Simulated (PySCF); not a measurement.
```xyz
19
charge 1, multiplicity 1
C    -2.1575   -2.1810   -0.0333
C    -1.8234   -1.0023    0.4716
P    -0.8110    0.1935   -0.4045
C    -1.6871    1.7720   -0.4943
C     0.7763    0.3927    0.3810
C     1.9211   -0.0116   -0.1746
C     3.2480    0.1181    0.4579
H    -2.7564   -2.8806    0.5263
H    -1.8546   -2.4938   -1.0201
H    -2.1260   -0.6941    1.4660
H    -0.6085   -0.2854   -1.6814
H    -1.8359    2.1535    0.5179
H    -1.0975    2.4916   -1.0628
H    -2.6581    1.6337   -0.9700
H     0.7499    0.8464    1.3652
H     1.9095   -0.4646   -1.1594
H     3.9033    0.7132   -0.1779
H     3.1893    0.5738    1.4421
H     3.7087   -0.8660    0.5428
```

Work out the structure from the coordinates.

It has 19 atoms: 6 carbon, 12 hydrogen and 1 phosphorus (C6H12P(+)). As SMILES it reads `C=C[P@@H+](C)/C=C/C`. It has no ring. Among its groups: alkene. The point group is C1. Coordination: 4 C trigonal planar; 1 P tetrahedral; 2 C tetrahedral.

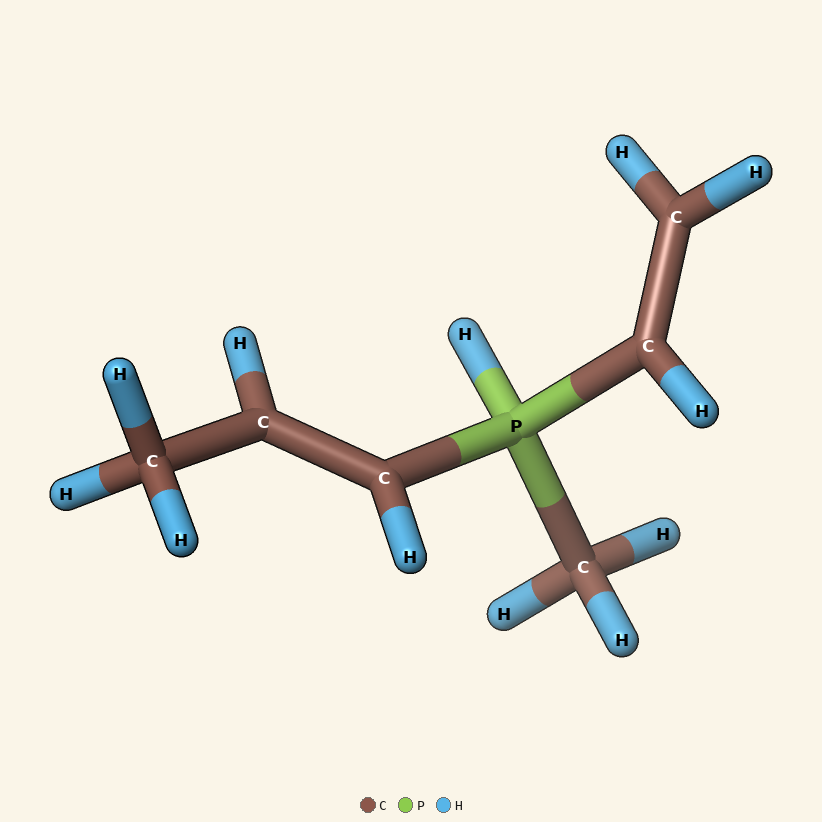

Source: calculation with PySCF.
